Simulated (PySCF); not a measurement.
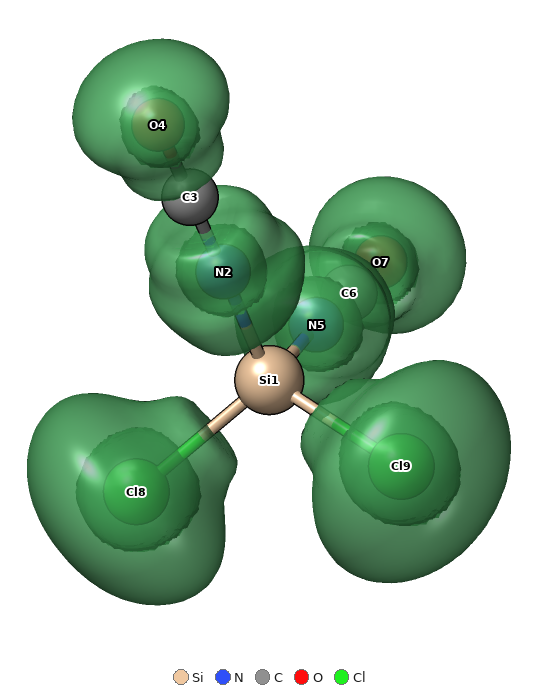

The picture shows: C₂Cl₂N₂O₂Si (Si(NCO)2Cl2). Isosurface of the ELF at 0.75 (green), seen at an oblique angle. Only the valence region is drawn (cores and ρ < 0.01 e/Å³ removed).

Geometry: PBE0-D3(BJ)/def2-SVP.

Method: PBE0/pcSseg-1, SCF density, gas phase, non-relativistic (PySCF).

Input file:

```
{"job": {"kind": "nmr", "xc": "PBE0", "basis": "pcSseg-1"}, "charge": 0, "multiplicity": 1}
Si    -0.630855    -0.071429    -0.483927
N     -0.696645     0.047481     1.199183
C     -0.790841     0.121818     2.392881
O     -0.876146     0.194629     3.549914
N      0.980954    -0.053461    -0.986951
C      2.092924    -0.019471    -1.436022
O      3.174280     0.012106    -1.860928
Cl    -1.609325     1.507874    -1.319459
Cl    -1.511618    -1.808995    -1.080349
```

Command:

```sh
OMP_NUM_THREADS=1 python probes_run.py task.json out
```

Describe the localisation domains.

Answer. At this value the surface marks out two regions on Cl in which the atom's valence shell and bonds are merged, two regions on N in which the atom's valence shell and bonds are merged and two regions on O in which the atom's valence shell and bonds are merged.

Values along the shortest contacts:
C–O (1.16 Å): the ELF peaks at about 0.85 between the atoms: a multiple bond. C–N (1.20 Å): the ELF peaks at about 0.85 between the atoms; a short, multiple covalent bond.
